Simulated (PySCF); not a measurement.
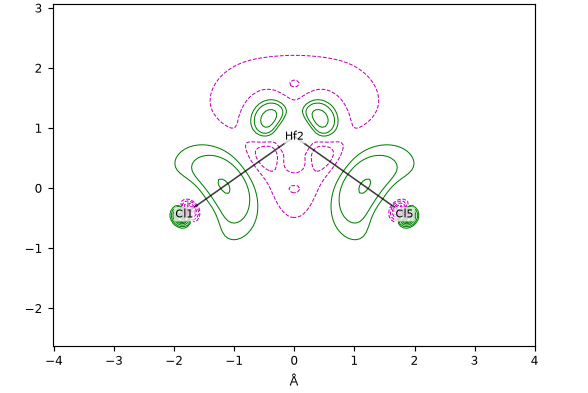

Figure. Cl$_{4}$Hf, SMILES `Cl[Hf](Cl)(Cl)Cl`. Deformation density (molecule less spherical, spin-averaged free atoms) in the plane of Cl1, Hf2 and Cl5; contours at ±0.05 to ±0.8 e/Å³; solid green lines: gain, dashed magenta lines: loss.

Computed with PySCF, r2SCAN/def2-TZVP, geometry: GFN2-xTB. Core potentials replace the inner electrons of Hf; spin–orbit coupling isn't included. This is a single-reference result, which may miss multireference character in this system. No frequency check shows the geometry to be a minimum. GFN2-xTB bond lengths at metals and heavier atoms can be off by up to 0.1 Å and shapes distorted, which carries into these values.

Cartesian coordinates (Å):

```
Cl1      1.2962   -0.9953   -1.5376
Hf2     -0.0001   -0.0000    0.0001
Cl3      1.2962    0.9953    1.5374
Cl4     -1.2959   -1.5383    0.9946
Cl5     -1.2959    1.5383   -0.9949
```

> Describe the bonding that the map shows.

Cl1–Hf2 and Hf2–Cl5: +0.10 e/Å³ at the bond critical point (bond length 2.24 Å, Mayer order 1.2). In all, 1.1 electrons gather in the regions of gain relative to the promolecule. A small or negative value marks a very polar bond, one between electron-rich atoms, whose free-atom densities already overlap strongly, a long bond to a heavier atom, or a closed-shell contact such as a hydrogen bond.
